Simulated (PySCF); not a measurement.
C2H5ClO2S (SMILES CCS(=O)(=O)Cl)

```xyz
11

C    -1.2755    0.2953   -0.3863
C    -0.2788   -0.3500    0.5463
S     1.4118   -0.2697   -0.0414
O     1.4604   -0.6864   -1.4265
O     2.2954   -0.8294    0.9569
Cl    1.7058    1.8152   -0.0092
H    -2.2856    0.1921    0.0354
H    -1.2553   -0.1841   -1.3744
H    -1.0620    1.3662   -0.5103
H    -0.4268   -1.4386    0.6452
H    -0.2515    0.0874    1.5545
```

Geometry: PBE0-D3(BJ)/def2-SVP.

Method: PySCF, B3LYP/def2-SVPD, SCF density, gas phase.

Q: What can the converged electron density and electron localisation function tell about the bonding?

A: S–O (1.45 Å): ρ is about 2.3 e/Å³ halfway; the ELF peaks at about 0.80 between the atoms; a short, strongly polar bond.
C–C (1.51 Å): ρ is about 1.7 e/Å³ halfway; the ELF peaks at about 0.95 between the atoms; localised, covalent bonding.
C–S (1.79 Å): the density is about 1.4 e/Å³ at the midpoint; the ELF peaks at about 0.95 between the atoms (localised, covalent bonding).
C–H (1.10 Å): ρ at the midpoint is about 1.9 e/Å³; the ELF climbs to about 1 towards the hydrogen, as it does in any bond to H; an ordinary covalent bond to hydrogen.

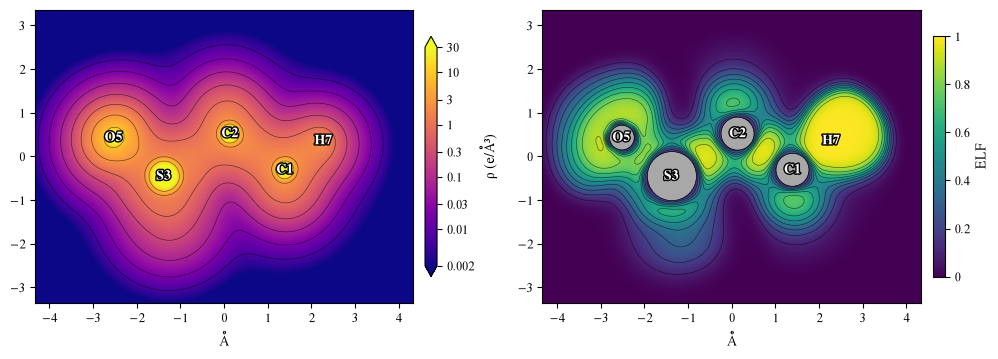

Computed electron density and electron localisation function on the plane of atoms C2, S3 and O5, in this order. Grey discs cover the atomic cores in the ELF map. 
